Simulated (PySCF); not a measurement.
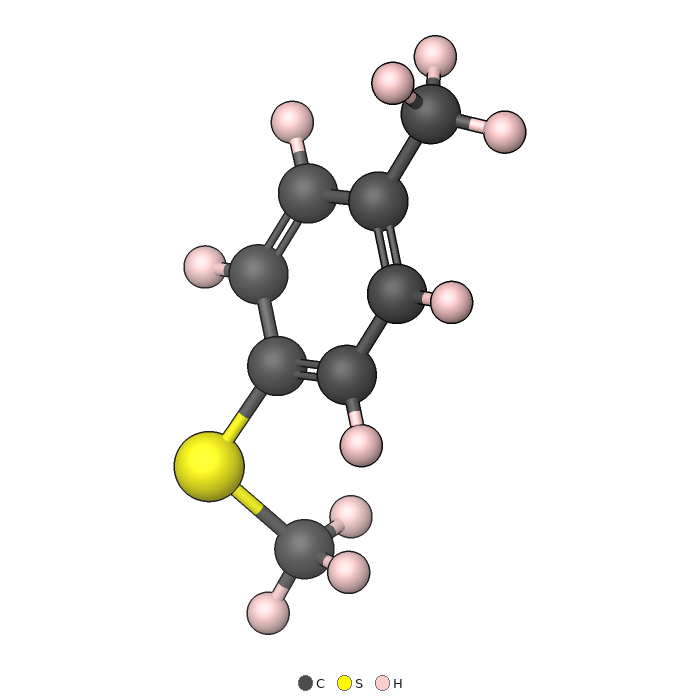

The picture shows a molecular structure as a ball-and-stick model. Double and triple bonds are drawn as two and three sticks.

Computed geometry: PBE0-D3(BJ)/def2-SVP optimisation. No frequency run is at hand to confirm it as a minimum.

> Give the formula.

C₈H₁₀S, 19 atoms: 8 carbon, 10 hydrogen and 1 sulfur.

> Does it have rings?

Independent rings (smallest set): 1 of 6 members, 1 of them aromatic.

> How many bonds of each kind are drawn?

10 C–H, 7 C–C, 2 C–S.

> What is the point group of this geometry?

C1.

> Name functional groups in it.

Among them: thioether.

The parts below concern this one geometry. Atoms keep their numbers from picture to picture.

**Shape**

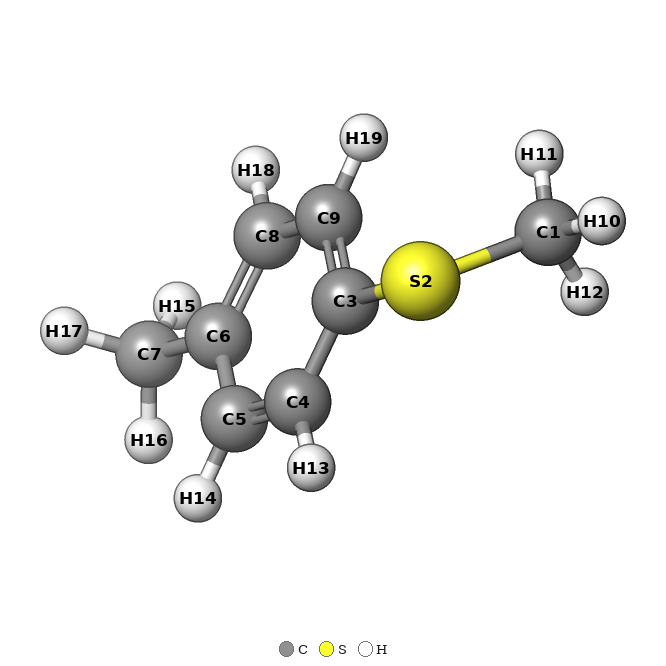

No frequency run is at hand to confirm it as a minimum.

> Describe the coordination of atom 3.

C3 has 3 neighbours (S2 at 1.77, C4 at 1.40, C9 at 1.40 Å); the arrangement is trigonal planar.

> What is the geometry at C6?

C6 has 3 neighbours (C5 at 1.40, C7 at 1.50, C8 at 1.40 Å); the arrangement is trigonal planar.

> How are the neighbours of atom 7 arranged?

C7 has 4 neighbours (C6 at 1.50, H15 at 1.10, H16 at 1.10, H17 at 1.10 Å); the arrangement is tetrahedral.

> Describe the coordination of atom 5.

C5 has 3 neighbours (C4 at 1.39, C6 at 1.40, H14 at 1.09 Å); the arrangement is trigonal planar.

> Which bond is the longest?

C1–S2, 1.809 Å.

> What is the dihedral angle C9–C3–C4–C5?

0° in size, that is syn (eclipsed).

**Electronic properties**

No frequency run is at hand to confirm it as a minimum. Level of theory: ωB97X-D/def2-SVPD, gas phase (PySCF 2.14.0). Excitations: vertical, linear response.

> What is the mean static polarisability?

116.9 bohr³.

> What is the brightest of the 10 lowest singlets?

6.88 eV.

> What is the dipole moment?

1.93 D.

> Give the HOMO–LUMO gap at this level.

9.10 eV.

**Charges**

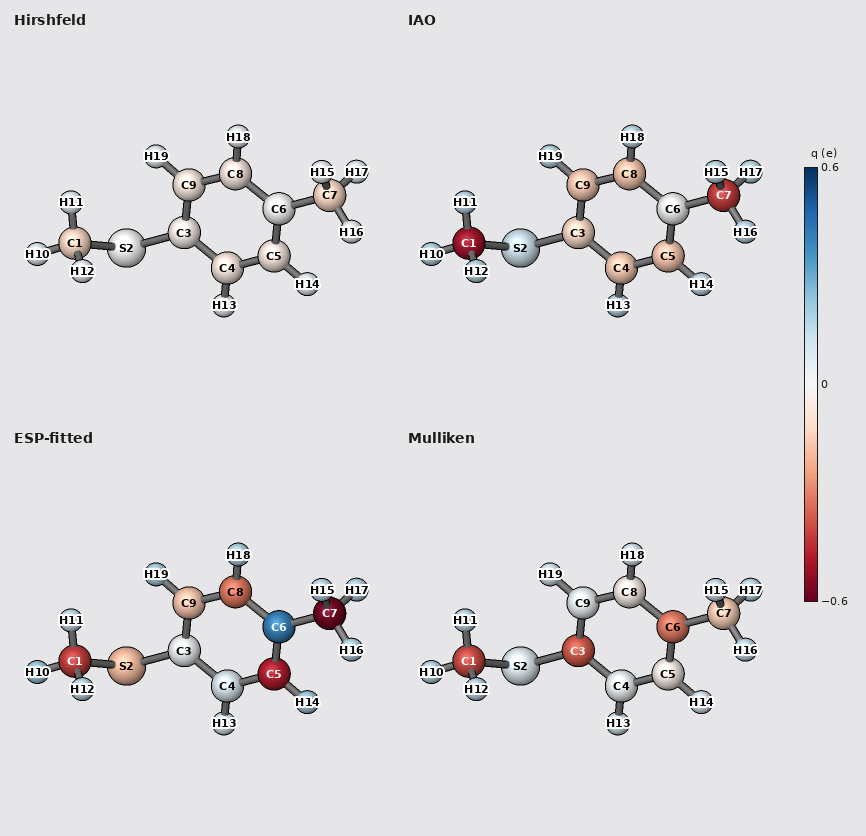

Atomic charges of one calculation by 4 schemes, on one colour scale. No frequency run is at hand to confirm it as a minimum. Computed with PBE0/pcSseg-1 (PySCF 2.14.0).

> Which scheme gives the most polar picture (largest mean size of the charges)?

The ESP-fitted charges are the largest in size here, and the Hirshfeld charges the smallest.

> On which atom do the schemes disagree most?

On C6 (from −0.31 to 0.41 e).

List the charges (e), one line for each set of equivalent atoms.

```tsv
atom	Hirshfeld	IAO	ESP-fitted	Mulliken
C1	−0.12	−0.50	−0.42	−0.39
S2	0.00	0.12	−0.18	0.06
C3	−0.02	−0.12	0.02	−0.37
C4	−0.06	−0.15	0.09	0.02
C5	−0.05	−0.16	−0.47	−0.03
C6	0.01	0.02	0.41	−0.31
C7	−0.11	−0.42	−0.58	−0.15
C8	−0.05	−0.16	−0.32	−0.04
C9	−0.06	−0.15	−0.16	0.03
H10	0.05	0.16	0.21	0.15
H11	0.04	0.15	0.14	0.15
H12	0.04	0.15	0.15	0.15
H13	0.05	0.16	0.08	0.09
H14	0.05	0.15	0.21	0.08
H15	0.05	0.15	0.15	0.12
H16	0.05	0.15	0.16	0.12
H17	0.05	0.15	0.16	0.14
H18	0.05	0.15	0.17	0.08
H19	0.05	0.15	0.18	0.09
```

**Quadrupole coupling**

No frequency run is at hand to confirm it as a minimum. Electric field gradients from the ground-state density, PBE0/pcSseg-1 (PySCF 2.14.0), non-relativistic apart from any core potentials.

Give the largest field-gradient component, the quadrupole coupling constant and the asymmetry for 33S at S2 (Q = −67.81 mb), 2H at H10 (Q = 2.86 mb), 2H at H11 (Q = 2.86 mb), 2H at H12 (Q = 2.86 mb), 2H at H13 (Q = 2.86 mb).

| atom | V_zz (a.u.) | e²qQ/h (MHz) | η |
| --- | --- | --- | --- |
| S2 | −3.075 | 49.0 | 0.63 |
| H10 | 0.292 | 0.196 | 0.05 |
| H11 | 0.292 | 0.196 | 0.04 |
| H12 | 0.291 | 0.195 | 0.03 |
| H13 | 0.302 | 0.203 | 0.07 |

Mulliken values depend strongly on the basis set and can even reverse the polarity of a bond.
